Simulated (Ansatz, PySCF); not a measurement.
Bond stretch in MgH, doublet.

- UKS-PBE = unrestricted PBE/def2-SVP (Ansatz, an electronic-structure program)
- UKS-B3LYP/LANL2DZ = unrestricted B3LYP/LANL2DZ, with its core potentials past Ne (PySCF)
- FCI = full CI/def2-SVP, frozen core in Ansatz
- UKS-B3LYP/3-21G = unrestricted B3LYP/3-21G in PySCF

Energies are in kcal/mol, each relative to the lowest point of its own curve near equilibrium.

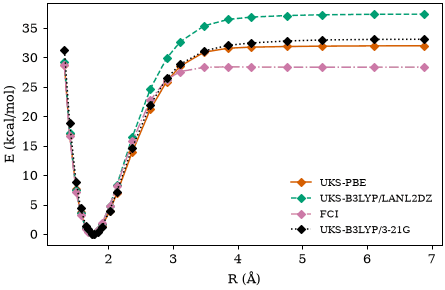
*Energy against bond length for each method.*

```
R / Å  UKS-PBE  UKS-B3LYP/LANL2DZ   FCI  UKS-B3LYP/3-21G
-----  -------  -----------------  ----  ---------------
1.32      28.7               29.2  28.6             31.2
1.40      17.0               17.1  16.6             18.9
1.50       7.6                7.6   7.2              8.8
1.57       3.7                3.5   3.3              4.4
1.65       1.1                1.0   0.8              1.4
1.68       0.5                0.4   0.4              0.8
1.74       0.0                0.0   0.0              0.1
1.77       0.0                0.0   0.1              0.0
1.84       0.5                0.7   0.8              0.4
1.90       1.3                1.7   1.8              1.3
2.02       3.9                4.8   4.8              4.0
2.13       6.9                8.3   8.1              7.2
2.37      14.0               16.5  15.7             14.7
2.65      21.2               24.7  22.7             22.0
2.90      25.9               29.8  26.2             26.4
3.11      28.5               32.6  27.6             28.8
3.48      30.9               35.4  28.3             31.1
3.85      31.6               36.4  28.4             32.0
4.20      31.7               36.8  28.4             32.4
4.77      31.8               37.1  28.3             32.8
5.31      31.9               37.2  28.3             33.0
6.11      32.0               37.3  28.3             33.1
6.88      32.0               37.3  28.3             33.1
```

At the longest distance, 6.88 Å, UKS-B3LYP/LANL2DZ lies highest above its minimum (37.3 kcal/mol) and FCI lowest (28.3 kcal/mol).
